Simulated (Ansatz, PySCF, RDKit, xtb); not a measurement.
# Solving [GeNO2]−, step by step, part 2 of 2

Task: start from the formula [GeNO2]− (charge -1), draw up candidate structures, narrow them down in stages, and characterise the one that lies lowest at 298.15 K.

xtb, Ansatz and PySCF; isolated molecules.

## (11) c182at at MP2/def2-TZVPPD

Input file input.yaml:

```yaml
crystal:
  periodic: [false, false, false]
  atoms:
    - {symbol: Ge, position_ang: [-1.271859, -1.307839, 2.408135]}
    - {symbol: N, position_ang: [-1.370847, 0.490660, 3.550301]}
    - {symbol: O, position_ang: [-2.449022, -1.140493, 1.213629]}
    - {symbol: O, position_ang: [-0.662735, 0.753954, 4.522307]}
basis:
  gaussian: {orbitals: def2-TZVPPD.json}
total_charge: -1
magnetization: {spin_polarized: true, initial_magnetization: 2}
correlation: {method: mp2, frozen_orbitals: {Ge: 9, "N": 1, O: 1}}
```

The basis set def2-TZVPPD is read from a file made from the Basis Set Exchange's data (not shown).

The run is started by

```sh
$ ansatz run input.yaml --threads 1 --pin off --max-ram 2610MiB --events-out events.jsonl --progress --plain --runs-dir runs
```

Output, shortened:

```text
Warning: RAYON_NUM_THREADS=1 ignored (pool sized by the plan → 1); use --threads N
Functional definition: HF
  name "HF"
[...]
1078 factors; integrals over basis functions are off by at most 9.8e-4 eV
[...]
mean field -62030.94731961 eV, -2279.5952679096 hartree, gradient 2.4e-6 eV, S^2 2.060734; 7 other end points of the search recorded, 0 dependent functions left out
12 core orbitals not correlated: weight in the atoms' cores, before any rotation towards them, 1.000 or more for the frozen orbitals, at most 0.000 for the correlated occupied ones
reference -62030.94731961 eV, -2279.5952679096 hartree; 17, 15 occupied and 142, 144 virtual orbitals, 1078 factors
second order -24.33230251 eV of doubles, -0.00000000 eV of singles
Total energy: -62055.27962212 eV, -2280.4894635338 hartree
```

It took 29 s on 1 thread of Intel Xeon 6975P-C (Granite Rapids), shared host.

## (12) c001 at CCSD(T)/def2-SVPD

Input file input.yaml:

```yaml
crystal:
  periodic: [false, false, false]
  atoms:
    - {symbol: Ge, position_ang: [0.460470, 0.738850, -0.265943]}
    - {symbol: "N", position_ang: [-0.652676, -1.102599, -0.405143]}
    - {symbol: O, position_ang: [-1.721487, -0.975925, 0.170992]}
    - {symbol: O, position_ang: [1.742693, 0.237083, 0.722394]}
basis:
  gaussian: {orbitals: def2-SVPD}
total_charge: -1
correlation: {method: ccsd_t, frozen_orbitals: {Ge: 9, "N": 1, O: 1}}
```

The run is started by

```sh
$ ansatz run input.yaml --threads 1 --pin off --max-ram 2610MiB --events-out events.jsonl --progress --plain --runs-dir runs
```

Output, shortened:

```text
Warning: RAYON_NUM_THREADS=1 ignored (pool sized by the plan → 1); use --threads N
Functional definition: HF
  name "HF"
[...]
1006 factors; integrals over basis functions are off by at most 4.6e-4 eV
[...]
mean field -62015.89044190 eV, -2279.0419378594 hartree, gradient 2.4e-6 eV, S^2 0.000000; 6 other end points of the search recorded, 0 dependent functions left out; unrestricted orbitals would lower it
determinant -62015.89044190 eV, -2279.0419378594 hartree, with singles and doubles -62037.35845603 eV, -2279.8308728272 hartree
determinant -62014.22772586 eV, -2278.9808341721 hartree, with singles and doubles -62035.76911982 eV, -2279.7724657988 hartree
12 core orbitals not correlated: weight in the atoms' cores, before any rotation towards them, 1.000 or more for the frozen orbitals, at most 0.000 for the correlated occupied ones
reference -62015.89044190 eV, -2279.0419378594 hartree; 16, 16 occupied and 76, 76 virtual orbitals, 1006 factors
second order -21.63366247 eV of doubles, -0.00000000 eV of singles
cycle   1  -21.47389132 eV  change   -5.9e-3 eV  update   4.0e-3
[...]
cycle  14  -21.47520202 eV  change    1.2e-5 eV  update   2.7e-5
perturbative correction -0.97673598 eV, -0.0358943853 hartree
Total energy: -62038.34237990 eV, -2279.8670313625 hartree
```

Wall time 29 s (1 thread of Intel Xeon 6975P-C (Granite Rapids), shared host); peak memory 0.48 GiB.

For c001 the log finds that unrestricted Hartree-Fock orbitals lie lower, a sign to watch the closed-shell reference there.

## (13) Free energies and the winner

Energies in kcal/mol from c182at; G adds the thermal terms to the CCSD(T)/def2-SVPD + MP2/def2-TZVPPD - MP2/def2-SVPD energy. The columns left of the relaxed level are at the tight-binding geometries.

| label | SMILES | spin | r2SCAN-D4/def2-SVPD | B3LYP-D3(BJ)/def2-SVPD | HF/def2-SVPD | MP2/def2-SVPD | CCSD(T)/def2-SVPD + MP2/def2-TZVPPD - MP2/def2-SVPD | G | share at equilibrium | T1 |
| --- | --- | --- | --- | --- | --- | --- | --- | --- | --- | --- |
| c182at | [O][N][Ge][O] ‡ | triplet | 0.0 | 0.0 | 0.0 | 0.0 | 0.0 | 0.0 | 100.0 % | 0.027 |
| c001 | [O][N][Ge][O] ‡ | singlet | 10.8 | 16.6 | 29.1 | 10.4 | 9.1 | 8.9 | < 0.1 % | 0.027 |

‡ marks the bonded skeleton alone, with all bonds drawn single: no Lewis structure was assigned that passes a check against the bond lengths.

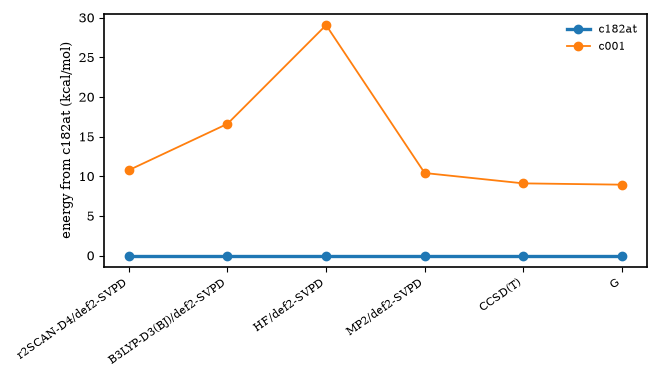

The finalists at each level, measured from c182at.

Lowest found: c182at, `[O][N][Ge][O]` ‡, a triplet of point group Cs. Bond lengths: Ge1–N2 2.133 Å, Ge1–O3 1.685 Å, N2–O4 1.231 Å. Angles: Ge1–N2–O4 125.2°, N2–Ge1–O3 105.3°.

```xyz
4

Ge   -1.2719   -1.3078    2.4081
N    -1.3708    0.4907    3.5503
O    -2.4490   -1.1405    1.2136
O    -0.6627    0.7540    4.5223
```

‡ marks the bonded skeleton alone, with all bonds drawn single: no Lewis structure was assigned that passes a check against the bond lengths.

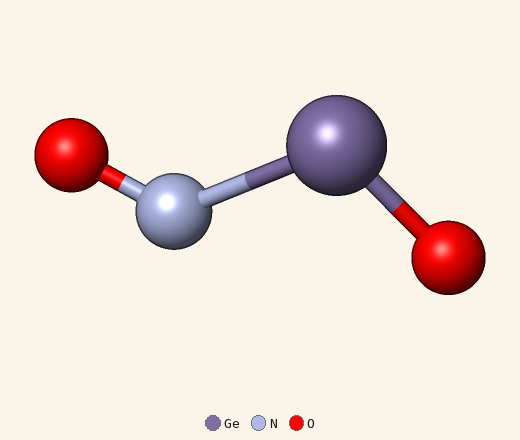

The lowest structure found, seen from a chosen angle (germanium purple, nitrogen light blue, oxygen red).

## (14) Density, orbitals and dipole (PBE0/def2-TZVPD)

Input file input.yaml:

```yaml
crystal:
  periodic: [false, false, false]
  atoms:
    - symbol: Ge
      position_ang: [-1.271859, -1.307839, 2.408135]
    - symbol: N
      position_ang: [-1.370847, 0.490660, 3.550301]
    - symbol: O
      position_ang: [-2.449022, -1.140493, 1.213629]
    - symbol: O
      position_ang: [-0.662735, 0.753954, 4.522307]
basis:
  gaussian: {orbitals: def2-TZVPD}
total_charge: -1
output: {forces: true, orbitals: {seedname: orbitals}}
hamiltonian: {xc: {name: PBE0}}
magnetization: {spin_polarized: true, initial_magnetization: 2}
```

The run is started by

```sh
$ ansatz run input.yaml --threads 1 --pin off --max-ram 2610MiB --events-out events.jsonl --progress --plain --runs-dir runs
```

Output, shortened:

```text
Warning: RAYON_NUM_THREADS=1 ignored (pool sized by the plan → 1); use --threads N
Functional definition: PBE0
  name "PBE0"
[...]
973 factors; their error is unknown
[...]
mean field -62090.93691620 eV, -2281.7998449216 hartree, gradient 6.3e-5 eV, S^2 2.012383; 0 other end points of the search recorded, 0 dependent functions left out
[...]
reference -62090.93695184 eV, -2281.7998462314 hartree; 29, 27 occupied and 142, 144 virtual orbitals, 973 factors
Total energy: -62090.93695184 eV, -2281.7998462314 hartree
Atom 0 at    -1.271859    -1.307839     2.408135 Å, force    -0.489688     0.259484    -0.364682 eV/Å
Atom 1 at    -1.370847     0.490660     3.550301 Å, force     0.402787    -0.012919     0.439611 eV/Å
Atom 2 at    -2.449022    -1.140493     1.213629 Å, force     0.502419    -0.056368     0.520303 eV/Å
Atom 3 at    -0.662735     0.753954     4.522307 Å, force    -0.415518    -0.190197    -0.595233 eV/Å
Dipole moment:     0.396088    -0.343048     0.202247 e Å
```

It took 8.4 s on 1 thread of Intel Xeon 6975P-C (Granite Rapids), shared host.

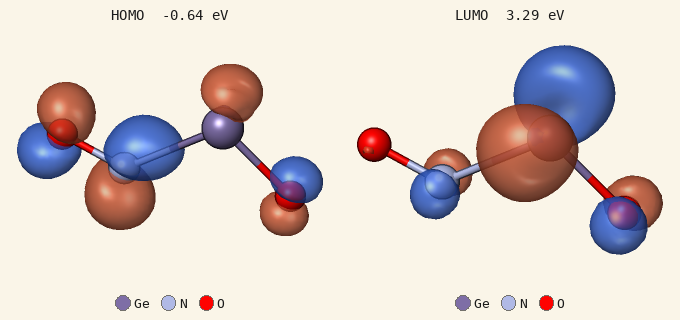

Frontier orbitals of this run (spin up), surfaces at ±0.2 Å^-3/2.

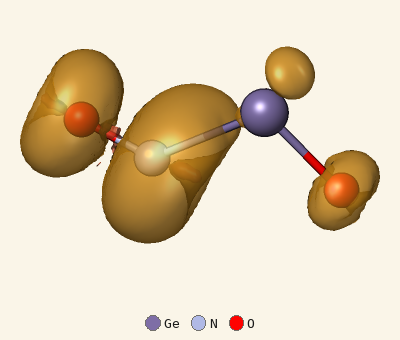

Spin density, surfaces at ±0.03 e/Å³.

## (15) Frequencies after a tight-binding relaxation (GFN2-xTB)

Input file start.xyz:

```xyz
4
c182at
Ge    -1.271859    -1.307839     2.408135
N     -1.370847     0.490660     3.550301
O     -2.449022    -1.140493     1.213629
O     -0.662735     0.753954     4.522307
```

The run is started by

```sh
$ xtb start.xyz --gfn 2 --ohess tight --chrg -1 --uhf 2
```

Output, shortened:

```text
* xtb version 6.7.1
[...]
          :  # basis functions                  22          :
[...]
          :  # electrons                        22          :
[...]
          :  Hamiltonian                  GFN2-xTB          :
[...]
          :  net charge                         -1          :
          :  unpaired electrons                  2          :
[...]
   *** convergence criteria satisfied after 16 iterations ***
[...]
   *** GEOMETRY OPTIMIZATION CONVERGED AFTER 8 ITERATIONS ***
[...]
   *** convergence criteria satisfied after 3 iterations ***
[...]
         ::                     SUMMARY                     ::
         :::::::::::::::::::::::::::::::::::::::::::::::::::::
         :: total energy             -13.135072025896 Eh    ::
         :: gradient norm              0.000055153750 Eh/a0 ::
         :: HOMO-LUMO gap              2.894146319483 eV    ::
         ::.................................................::
         :: SCC energy               -13.159474172602 Eh    ::
         :: -> isotropic ES            0.182115598023 Eh    ::
         :: -> anisotropic ES          0.004040255697 Eh    ::
         :: -> anisotropic XC          0.000096668183 Eh    ::
         :: -> dispersion             -0.002292570575 Eh    ::
         :: repulsion energy           0.024402146707 Eh    ::
         :: add. restraining           0.000000000000 Eh    ::
         :: total charge              -1.000000000000 e     ::
         :::::::::::::::::::::::::::::::::::::::::::::::::::::
[...]
        12        1.0000           -0.1031669              -2.8073 (HOMO)
        13                          0.0031910               0.0868 (LUMO)
[...]
     #   Z          covCN         q      C6AA      α(0)
     1  32 Ge       1.576     0.224   253.677    33.360
     2   7 N        1.713    -0.183    25.681     7.494
     3   8 O        0.784    -0.620    26.668     6.922
     4   8 O        0.923    -0.421    22.065     6.300
[...]
molecular dipole:
                 x           y           z       tot (Debye)
 q only:        3.291       0.060      -5.242
   full:        3.514       0.068      -4.988      15.508
molecular quadrupole (traceless):
[...]
          | TOTAL ENERGY              -13.135072025896 Eh   |
          | TOTAL ENTHALPY            -13.121917769197 Eh   |
          | TOTAL FREE ENERGY         -13.157691534813 Eh   |
          | GRADIENT NORM               0.000055115926 Eh/α |
[...]
```

Wall time 0.088 s (1 thread of Intel Xeon 6975P-C (Granite Rapids), shared host).

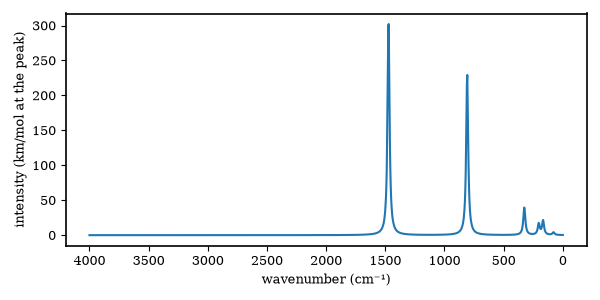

Harmonic infrared spectrum, unscaled, lines broadened by 10 cm⁻¹.

## (16) Electronic excitations (TD-CAM-B3LYP/def2-SVPD)

Input file input.py:

```python
from pyscf import gto, dft, tdscf

mol = gto.Mole()
mol.atom = '''
Ge    -1.271859    -1.307839     2.408135
N     -1.370847     0.490660     3.550301
O     -2.449022    -1.140493     1.213629
O     -0.662735     0.753954     4.522307
'''
mol.basis = 'def2-svpd'
mol.verbose = 3
mol.charge = -1
mol.spin = 2
mol.max_memory = 1860
mol.build()

calc0 = dft.UKS(mol, xc='cam-b3lyp')
calc0 = calc0.density_fit(auxbasis='def2-universal-jkfit')
calc0.grids.level = 2
calc0.max_cycle = 100
calc0.kernel()
if not calc0.converged:
    calc0 = calc0.newton().run(calc0.mo_coeff, calc0.mo_occ)

e_tot = calc0.e_tot
print('E(%s) = %.9f' % ('CAM-B3LYP', e_tot))

td = calc0.TDA()
td.nstates = 5
td.kernel()
td.analyze()
roots = td.e * 27.211386
osc = td.oscillator_strength()
print('state   eV      nm      f')
for i, (w, f) in enumerate(zip(roots, osc), 1):
    print('%3d %9.4f %8.1f %9.5f' % (i, w, 1239.842 / w, f))
```

The run is started by

```sh
$ OMP_NUM_THREADS=1 python input.py
```

Output:

```text
WARN: HOMO -0.164591584500207 >= LUMO -0.16696591358522

converged SCF energy = -2281.84236856807  <S^2> = 2.0127855  2S+1 = 3.0085116
E(CAM-B3LYP) = -2281.842368568
Excitation energies (eV)
[2.5390581  3.23921705 3.30851063 3.80634909 3.9294448 ]

** Excitation energies and oscillator strengths **
state   eV      nm      f
  1    2.5391    488.3   0.00353
  2    3.2392    382.8   0.00908
  3    3.3085    374.7   0.01217
  4    3.8063    325.7   0.00413
  5    3.9294    315.5   0.00208
```

Run time: 2 min. Hardware: 1 thread of Intel Xeon 6975P-C (Granite Rapids), shared host; peak memory 0.47 GiB.

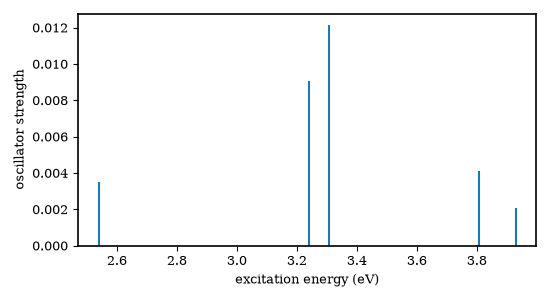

Vertical excitations as sticks.

The roots found:

```csv
excited state,energy (eV),strength
1,2.539,0.0035
2,3.239,0.0091
3,3.309,0.0122
4,3.806,0.0041
5,3.929,0.0021
```

## (17) One electron fewer at the same geometry (PBE0/def2-TZVPD)

Input file input.yaml:

```yaml
crystal:
  periodic: [false, false, false]
  atoms:
    - {symbol: Ge, position_ang: [-1.271859, -1.307839, 2.408135]}
    - {symbol: "N", position_ang: [-1.370847, 0.490660, 3.550301]}
    - {symbol: O, position_ang: [-2.449022, -1.140493, 1.213629]}
    - {symbol: O, position_ang: [-0.662735, 0.753954, 4.522307]}
basis:
  gaussian:
    orbitals: def2-TZVPD
magnetization:
  spin_polarized: true
  initial_magnetization: 1
hamiltonian:
  xc: {name: PBE0}
```

The run is started by

```sh
$ ansatz run input.yaml --threads 1 --pin off --max-ram 2610MiB --events-out events.jsonl --progress --plain --runs-dir runs
```

Output:

```text
Warning: RAYON_NUM_THREADS=1 ignored (pool sized by the plan → 1); use --threads N
Functional definition: PBE0
  name "PBE0"
  parameter a = 0.25
  parameter kappa = 0.804
  parameter beta = 0.06672455060314922
  exchange = (1 - a)*pbe_x(kappa = kappa, mu = beta*pi^2/3) + a*exact_x
  correlation = pbe_c(beta = beta)
973 factors; their error is unknown
mean field evaluation 1: about -62077.0750 eV, gradient 5.3e1 eV
mean field evaluation 2: about -61930.0837 eV, gradient 1.4e2 eV
mean field evaluation 4: about -62084.3151 eV, gradient 2.9e1 eV
mean field evaluation 8: about -62087.9738 eV, gradient 3.4e-1 eV
mean field evaluation 16: about -62088.2291 eV, gradient 4.0e-2 eV
mean field evaluation 32: about -62088.2294 eV, gradient 1.4e-4 eV
mean field -62088.22937086 eV, -2281.7003444657 hartree, gradient 1.3e-5 eV, S^2 0.806563; 4 other end points of the search recorded, 0 dependent functions left out
reference -62088.22940962 eV, -2281.7003458900 hartree; 28, 27 occupied and 143, 144 virtual orbitals, 973 factors
Total energy: -62088.22940962 eV, -2281.7003458900 hartree
```

Run time: 21 s. Hardware: 1 thread of Intel Xeon 6975P-C (Granite Rapids), shared host; peak memory 0.66 GiB.

Difference from the parent: 2.71 eV. Only this spin of the product was run; a higher spin can lie lower.

## (18) The singlet at the same geometry (PBE0/def2-TZVPD)

input.yaml, as its differences from that of step 17:

```diff
@@ -8,8 +8,4 @@
 basis:
-  gaussian:
-    orbitals: def2-TZVPD
-magnetization:
-  spin_polarized: true
-  initial_magnetization: 1
-hamiltonian:
-  xc: {name: PBE0}
+  gaussian: {orbitals: def2-TZVPD}
+total_charge: -1
+hamiltonian: {xc: pbe0}
```

The run is started by

```sh
$ ansatz run input.yaml --threads 1 --pin off --max-ram 2610MiB --events-out events.jsonl --progress --plain --runs-dir runs
```

Output:

```text
Warning: RAYON_NUM_THREADS=1 ignored (pool sized by the plan → 1); use --threads N
Functional definition: PBE0
  name "PBE0"
  parameter a = 0.25
  parameter kappa = 0.804
  parameter beta = 0.06672455060314922
  exchange = (1 - a)*pbe_x(kappa = kappa, mu = beta*pi^2/3) + a*exact_x
  correlation = pbe_c(beta = beta)
973 factors; their error is unknown
mean field evaluation 1: about -62085.6124 eV, gradient 4.5e1 eV
mean field evaluation 2: about -61966.1268 eV, gradient 1.9e2 eV
mean field evaluation 4: about -62089.4977 eV, gradient 1.2e1 eV
mean field evaluation 8: about -62089.6999 eV, gradient 4.0e-1 eV
mean field evaluation 16: about -62089.9467 eV, gradient 1.1e-3 eV
mean field evaluation 32: about -62089.9467 eV, gradient 2.7e-4 eV
mean field -62089.94666493 eV, -2281.7634538588 hartree, gradient 1.2e-5 eV, S^2 0.000000; 2 other end points of the search recorded, 0 dependent functions left out
reference -62089.94669824 eV, -2281.7634550829 hartree; 28, 28 occupied and 143, 143 virtual orbitals, 973 factors
Total energy: -62089.94669824 eV, -2281.7634550829 hartree
```

Run time: 9 s. Hardware: 1 thread of Intel Xeon 6975P-C (Granite Rapids), shared host; peak memory 0.47 GiB.

It lies 0.99 eV above the triplet.

## (19) Stability of the SCF solution (PBE0/def2-SVP)

Input file mol.xyz:

```xyz
4
GeNO2
Ge    -1.271859    -1.307839     2.408135
N     -1.370847     0.490660     3.550301
O     -2.449022    -1.140493     1.213629
O     -0.662735     0.753954     4.522307
```

Input file run.py:

```python
from pyscf import gto, dft

molecule = gto.M(
    atom='mol.xyz',
    max_memory=1860,
    spin=2,
    verbose=3,
    charge=-1,
    basis='def2-svp',
)

calc0 = dft.UKS(molecule, xc='pbe0')
calc0 = calc0.density_fit(auxbasis='def2-universal-jkfit')
calc0.max_cycle = 100
calc0.grids.level = 3
calc0.kernel()
if not calc0.converged:
    calc0 = calc0.newton().run(calc0.mo_coeff, calc0.mo_occ)

energy = calc0.e_tot
print('E(%s) = %.9f' % ('PBE0', energy))
mo_i, mo_e, stable_i, stable_e = calc0.stability(internal=True, external=True, return_status=True)
print('stable: internal', stable_i, 'external', stable_e)
```

The run is started by

```sh
$ OMP_NUM_THREADS=1 python run.py
```

Output:

```text
WARN: HOMO -0.17037564364695 >= LUMO -0.172277351159875

converged SCF energy = -2281.27076003057  <S^2> = 2.0104425  2S+1 = 3.0069536
E(PBE0) = -2281.270760031
<class 'pyscf.df.df_jk.DFUKS'> wavefunction is stable in the internal stability analysis
<class 'pyscf.df.df_jk.DFUKS'> wavefunction is stable in the real -> complex stability analysis
<class 'pyscf.df.df_jk.DFUKS'> wavefunction has an UHF/UKS -> GHF/GKS instability
stable: internal True external False
```

It took 47 s on 1 thread of Intel Xeon 6975P-C (Granite Rapids), shared host.

The stability test raises a flag; for an open shell a flag towards a general spinor solution can be the free rotation of the spin.

## (20) Results

What follows sums up all 2 parts.

```
                                                         quantity                                                                     value
                                           lowest structure found                                              [O][N][Ge][O] ‡, triplet, Cs
                                                    next finalist                        [O][N][Ge][O] ‡, singlet, 8.9 kcal/mol higher in G
                        share at equilibrium, among the finalists                                                                   100.0 %
                                                           funnel  20 starts, 12 minima at GFN2-xTB, 11 screening runs, 6 relaxed, 2 ranked
                                             CPU time of all runs                                                                    14 min
harmonic wavenumbers, lowest and highest (B3LYP-D3(BJ)/def2-SVPD)                                                         121 and 1550 cm⁻¹
                              rotational constants, same geometry                                             0.6226, 0.08993, 0.07858 cm⁻¹
             HOMO energy (highest over α and β) (PBE0/def2-TZVPD)                                                                  -0.64 eV
              LUMO energy (lowest over α and β) (PBE0/def2-TZVPD)                                                                   2.90 eV
                       lowest excitation (TD-CAM-B3LYP/def2-SVPD)                                                       2.54 eV (f = 0.004)
                     strongest of the states computed, same level                                                       3.31 eV (f = 0.012)
                                       vertical detachment energy                                                                   2.71 eV
                                    vertical singlet less triplet                                                                  +0.99 eV
```

**Reading.** The lowest structure found is `[O][N][Ge][O]` ‡. Among the finalists first place is clear (8.9 kcal/mol); structures outside the list aren't covered. r2SCAN-D4/def2-SVPD, B3LYP-D3(BJ)/def2-SVPD, HF/def2-SVPD and MP2/def2-SVPD already put its bonding pattern lowest among the structures in one piece. The largest share of the time went into the vibrations (24 %). A large T1 diagnostic among the finalists warns that one reference determinant may not suffice. It concerns: the finalist [O][N][Ge][O] ‡ (singlet). The closed-shell singlet of the same pattern is poorly described by one determinant, so the gap to it is too large. In an anion, excitations above the detachment energy lie in the continuum and hang on the basis, so they needn't be bound states. The stability test raises a flag; for an open shell a flag towards a general spinor solution can be the free rotation of the spin. The search is not exhaustive (a finite list of starts, one conformer a finalist), so a lower isomer can't be ruled out.

‡ marks the bonded skeleton alone, with all bonds drawn single: no Lewis structure was assigned that passes a check against the bond lengths.
